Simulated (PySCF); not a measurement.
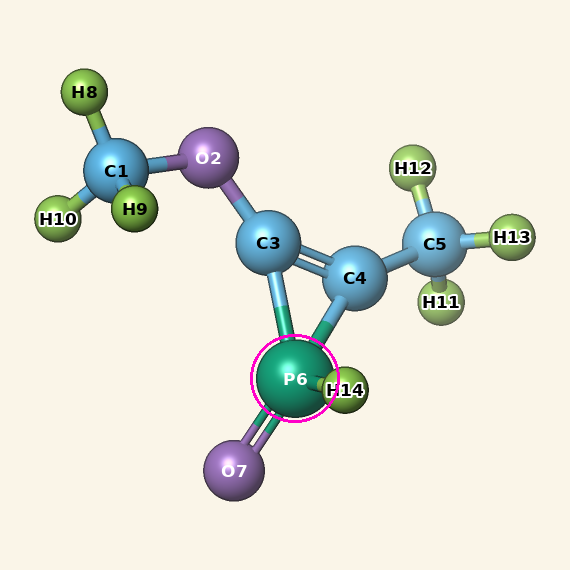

Distant atoms are faded towards the background colour. Circles mark the stereogenic atoms. Computed geometry: GFN2-xTB optimisation. No frequency run is at hand to confirm it as a minimum.

Q: What are the Cahn–Ingold–Prelog descriptors?

A: P6: S (priorities O7 > C3 > C4 > H14).
